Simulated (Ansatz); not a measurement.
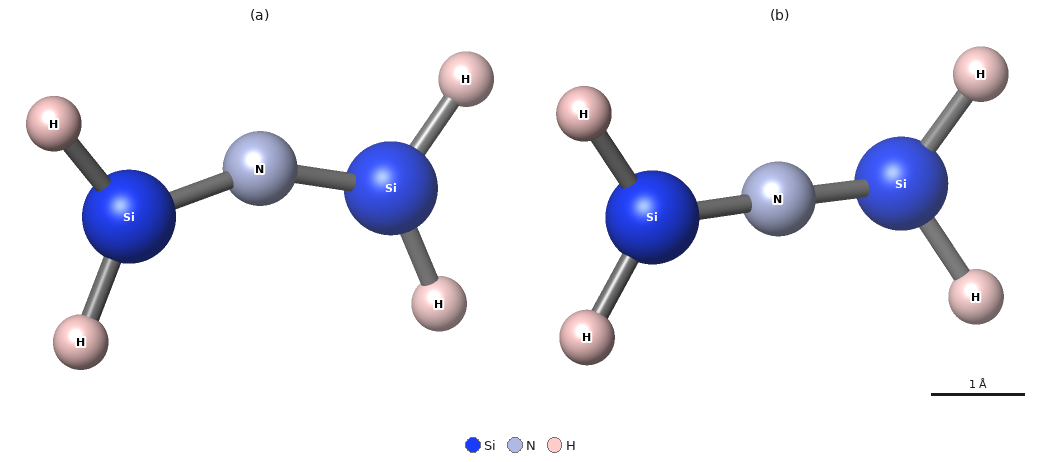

The structure of Si₂NH₄ (multiplicity 2) before (left) and after (right) a relaxation, at one scale.

Style: ball-and-stick. Shown at a tilt.

Level of theory: Ansatz, UKS PBE0-D4/def2-TZVP. Settings: force threshold 0.005 eV/Å; at most 200 steps.

### What changed between the two?

The N atom moves most after the best rigid fit: 0.35 Å. By element the largest moves are N 0.35 Å, Si 0.28 Å, H 0.22 Å. Some distances before and after: N–Si 1.648 → 1.588 Å, H–Si 1.454 → 1.488 Å. Bond angles that change, for instance: Si–N–Si 153.6° → 174.4°, N–Si–H 127.0° → 116.9°, N–Si–H 116.3° → 122.8°. The energy falls by 13.5 kJ/mol in 34 accepted moves (39 points after the start). Largest force component: 1.5 eV/Å at the start, 0.0042 eV/Å at the end. The line search rejected the trial steps at points 17, 19, 23, 25, 32 of the run.
